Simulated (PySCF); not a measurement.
**QCISD(T)/STO-6G run of PHF2 (difluorophosphine)**

What is the energy change on altering one bond length of PHF2 (difluorophosphine) at QCISD(T)/STO-6G? The job is set up through a Python script.

The calculation is run with PySCF 2.14.0.

12 further runs of the same task are left out: 6 that didn't finish, 6 set aside as unsound or not needed.

### 1 The structure to begin with

PHF2: 4 atoms, total charge 0, spin state singlet. SMILES: `FPF`. The coordinates come from a GFN2-xTB relaxation.

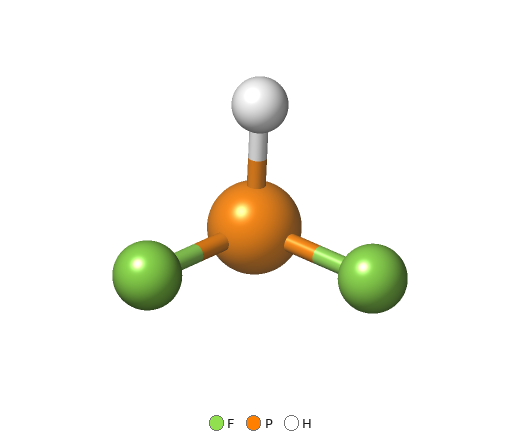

Viewed from a chosen angle; fluorine green, phosphorus orange, hydrogen white.

### 2 The energy at QCISD(T)/STO-6G

input.py

```python
from pyscf import gto, cc

system = gto.M(
    atom='''
F      2.268994     1.141168    -0.461188
P     -0.039306    -0.818289    -0.869274
F     -2.224510     1.257575    -0.369706
H     -0.005178    -1.580454     1.700168
''',
    basis='sto-6g',
    spin=0,
    unit='bohr',
    verbose=3,
    max_memory=1860,
)

myscf = system.RHF()
myscf.conv_tol = 1e-10
myscf.kernel()
if not myscf.converged:
    myscf = myscf.newton().run(myscf.mo_coeff, myscf.mo_occ)

mycc = cc.QCISD(myscf, frozen=7)
mycc.kernel()
e_t = mycc.qcisd_t()
e_final = mycc.e_tot + e_t
print(f'total energy: {e_final:.8f} hartree')
```

Launch:

```bash
$ OMP_NUM_THREADS=1 python input.py
```

Log:

```text
converged SCF energy = -538.02802777595
E(QCISD) = -538.1159803459434  E_corr = -0.08795256999374705
QCISD(T) correction = -0.00233405610443684
total energy: -538.11831440 hartree
```

Wall time 0.82 s (1 thread of Arm Neoverse V2, shared host); peak memory 0.12 GiB.

### 3 The distorted shape

start.xyz

```xyz
4

F      2.666474     1.848138     0.015085
P     -0.020800    -0.433020    -0.460000
F     -1.177160     0.665480    -0.195640
H     -0.002740    -0.836340     0.899690
```

run.py

```python
from pyscf import gto, cc

system = gto.Mole()
system.atom = 'start.xyz'
system.basis = 'sto-6g'
system.verbose = 3
system.spin = 0
system.max_memory = 1860
system.charge = 0
system.build()

mf = system.RHF()
mf.conv_tol = 1e-10
mf.kernel()
if not mf.converged:
    mf = mf.newton().run(mf.mo_coeff, mf.mo_occ)

mycc = cc.QCISD(mf, frozen=7)
mycc.kernel()
e_t = mycc.qcisd_t()
energy = mycc.e_tot + e_t
print('Final energy', energy)
```

Launch:

```bash
$ OMP_NUM_THREADS=1 python run.py
```

Log:

```text
SCF not converged.
SCF energy = -537.684722270983
converged SCF energy = -537.684722270989
E(QCISD) = -538.0080698485641  E_corr = -0.3233475775751349
QCISD(T) correction = -0.0121928490319794
Final energy -538.0202626975961
```

It took 1 s on 1 thread of Arm Neoverse V2, shared host; peak memory 0.12 GiB.

### 4 What came out

Level: QCISD(T)/STO-6G, 7 core orbitals frozen.

| quantity | value |
| --- | --- |
| first shape: total energy | -538.11831 Eh |
| first shape: dipole moment (Hartree–Fock density) | 1.45 D |
| first shape: HOMO energy (Hartree–Fock orbitals) | -8.45 eV |
| first shape: LUMO energy (Hartree–Fock orbitals) | 10.78 eV |
| first shape: HOMO–LUMO gap (Hartree–Fock orbitals) | 19.23 eV |
| first shape: correlation energy (7 core orbitals frozen) | -90.3 mEh |
| first shape: (T) correction | -2.33 mEh |
| first shape: T1 diagnostic | 0.012 |
| distorted shape: total energy | -538.02026 Eh |
| distorted shape: dipole moment (Hartree–Fock density) | 3.78 D |
| distorted shape: HOMO energy (Hartree–Fock orbitals) | -3.57 eV |
| distorted shape: LUMO energy (Hartree–Fock orbitals) | 0.99 eV |
| distorted shape: HOMO–LUMO gap (Hartree–Fock orbitals) | 4.56 eV |
| distorted shape: correlation energy (7 core orbitals frozen) | -335.5 mEh |
| distorted shape: (T) correction | -12.19 mEh |
| distorted shape: T1 diagnostic | 0.052 |
| energy change with the F1–P2 bond stretched from 1.617 to 3.557 Å | 2.668 eV |

**Reading.** One bond (distorted shape) is far stretched, which a spin-restricted single reference describes badly; perturbation theory on it can break down and give far too much correlation. With the F1–P2 bond stretched from 1.617 to 3.557 Å the energy rises by 2.67 eV (257 kJ/mol). The first shape isn't relaxed at this level, so the change isn't measured from a minimum. A restricted reference can't describe the breaking bond well at this length. The minimal basis adds a large error of its own. The triples (first shape) make up 2.6 % of the correlation energy. The T1 diagnostic (distorted shape) of 0.052 is above the customary mark for such species, so a single reference may not serve. Mulliken charges (distorted shape) of the mean-field density run from -0.26 on F3 to +0.60 on P2. The triples (distorted shape) make up 3.6 % of the correlation energy.
